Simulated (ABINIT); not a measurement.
Converging the k-point mesh: V (Im-3m, 1 atom in the cell)

```
V
1.0
   -1.50743     1.50743     1.50743
    1.50743    -1.50743     1.50743
    1.50743     1.50743    -1.50743
V
1
Cartesian
  0.00000   0.00000   0.00000
```

Level of theory: PBE, PAW (JTH v2.0 PBE PAW) (plane waves; ABINIT).

Base settings: pseudos = [V.GGA_PBE-JTH.xml]; ecut = 30 Ha; pawecutdg = 60 Ha; pawxcdev = 0; occopt = 7; tsmear = 0.00367493 Ha; ngkpt = 9 9 9; nshiftk = 1; shiftk = 0 0 0; potentials = JTH v2.0 PBE PAW.

The second cell is the first with its lattice scaled by 0.98.

Only quantities that move along the ladder and can be compared are tabulated.

The count of work is k-points × plane waves × bands × iterations; it is no time. Core times come from one kind of shared machine, to one figure; runs under 30 s give none.

The starting cell has typed, rounded lattice constants, without a prior relaxation at this level. Its lattice was rescaled by up to half a per cent. Spin polarisation is off. In the base run, with a pressure of about -3 GPa the cell is away from its equilibrium volume at this level.

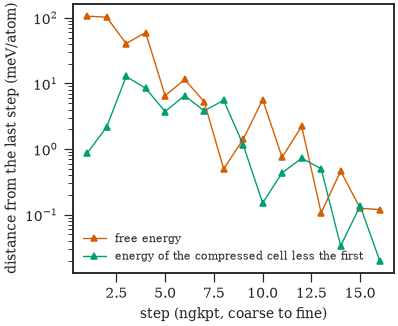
*Distance from the last step along the ladder; very small values are drawn at a floor.*

```csv
ngkpt,free energy less the last step's (meV/atom),energy of the compressed cell less the first (meV/atom),pressure (GPa),count of work / last,core time / last (rough)
3 3 3,-105.58,14.13,-3.03,0.0020,–
4 4 4,-102.49,12.83,-3.40,0.0040,–
5 5 5,40.53,27.76,-0.61,0.0050,–
6 6 6,59.68,23.44,-0.75,0.0088,–
7 7 7,-6.50,18.73,-2.22,0.0100,–
8 8 8,-11.48,8.47,-3.87,0.014,–
9 9 9,5.29,11.18,-3.02,0.017,–
10 10 10,-0.50,20.53,-1.79,0.023,–
11 11 11,1.40,16.16,-2.49,0.028,–
12 12 12,5.67,14.85,-2.61,0.054,–
13 13 13,0.75,15.43,-2.59,0.072,0.08
16 16 16,2.23,15.72,-2.45,0.11,0.1
18 18 18,-0.11,14.49,-2.78,0.15,0.2
22 22 22,0.46,15.03,-2.53,0.21,0.2
24 24 24,-0.13,14.86,-2.69,0.31,0.3
30 30 30,-0.12,15.01,-2.68,0.45,0.5
37 37 37,0.00,15.00,-2.67,1.0,1
```

Coarsest ngkpt that holds the energy of the compressed cell less the first within 0.2 meV/atom of the last step, with all finer ones: 22 22 22, at 0.21 of the last step's count of work and about 0.2 of the last step's time; the step before is off by 0.50 meV/atom.

Coarsest ngkpt that holds the free energy within 2 meV/atom of the last step, with all finer ones: 18 18 18, at 0.15 of the last step's count of work and about 0.2 of the last step's time; the step before is off by 2.2 meV/atom.

Coarsest ngkpt that holds the pressure within 0.2 GPa of the last step, with all finer ones: 18 18 18, at 0.15 of the last step's count of work and about 0.2 of the last step's time; the step before is off by 0.22 GPa.

The energy difference between the two cells stays within 1 meV/atom of the last step's from 12 12 12 on, the total only from 18 18 18 on: much of the error is common to both cells and cancels.
